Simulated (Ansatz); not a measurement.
Relaxed Li (bcc, W type):

```xyz
2
Lattice="-3.4348 3.4348 3.4348 0.0000 0.0000 3.4348 0.0000 3.4348 0.0000" Properties=species:S:1:pos:R:3 pbc="T T T"
Li     0.0000     0.0000     0.0000
Li    -1.7174     1.7174     1.7174
```

The atoms are displaced by Q × the pattern below (from a DFPT mode at H = (0.5, 0.5, 0.5), largest move 1; Q in Å), at fixed cell. It is one choice among 3 degenerate patterns. (q is in reciprocal vectors of the primitive cell; the cell shown is doubled to hold the pattern.)

```json
[
 {"atom": "Li1", "x": "0.000", "y": "0.000", "z": "-1.000"},
 {"atom": "Li2", "x": "0.000", "y": "0.000", "z": "1.000"}
]
```

Calculation: PBE (plane waves to 420 eV, PAW, scalar-relativistic; Ansatz, a first-principles code). k mesh 19×19×19 (Γ-centred), Fermi-Dirac smearing 0.05 eV. Energies are smeared free energies. With partly filled bands, energies and forces of such displacements shift with the k mesh and the smearing. Li was relaxed with its symmetry unable to fall. The PAW data are Ansatz's earlier set. The zero of ΔE is the undisplaced structure.

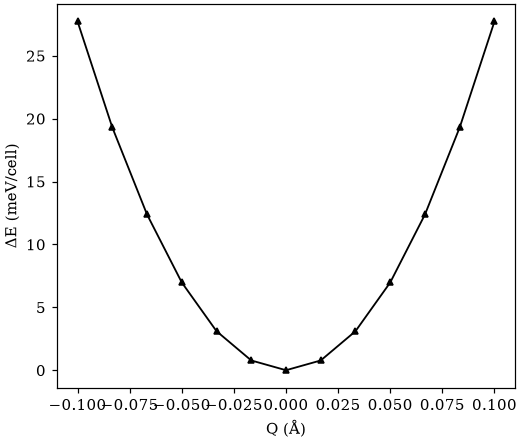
ΔE (meV/cell) against Q (Å); one marker a computed point.

### Question
What is the energy change at Q = 0.100 Å?

### Answer
About 28 meV/cell.

### Question
What harmonic wavenumber does the curvature at Q = 0 give?

### Answer
About 330 cm⁻¹.

(A displaced cell: forces are minus the slopes of the energy, force constants its curvatures, and phonons follow from these.)
